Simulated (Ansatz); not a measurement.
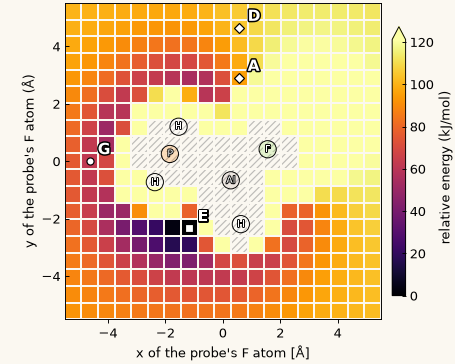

AlFH₃P (SMILES [F][AlH][PH2]) with the probe F-. The probe is moved over the molecule's main plane. First axis: x of the probe's F atom. Second axis: y of the probe's F atom. Nothing is relaxed (molecule and probe rigid). The scan uses a 19 × 19 grid. At 44 points there is no value (left out of the scan, as a rule where atoms come close). Points are written as (first, second). Energies are in kJ/mol, from the lowest grid point. Energies and slopes of some neighbouring points disagree (a jump in structure or state, or too coarse a mesh). All numbers below come from RKS CAM-B3LYP-D4/def2-SVPD (Ansatz 0.2.0).

The picture shows one coloured cell a grid point, labelled circles for the molecule's atoms, projected on the plane, one colour for all values above the top of the scale, hatched blanks where no value was computed, lettered points.

**Is A the lowest point of the computed grid?**

No. A lies 95 kJ/mol above the lowest grid point, which is at (−1.16 Å, −2.32 Å) [nearest 1 H at 1.80 Å].

**Rank the lettered points by energy, lowest first.**

E (0 kJ/mol), G (62 kJ/mol), A (95 kJ/mol), D (105 kJ/mol).
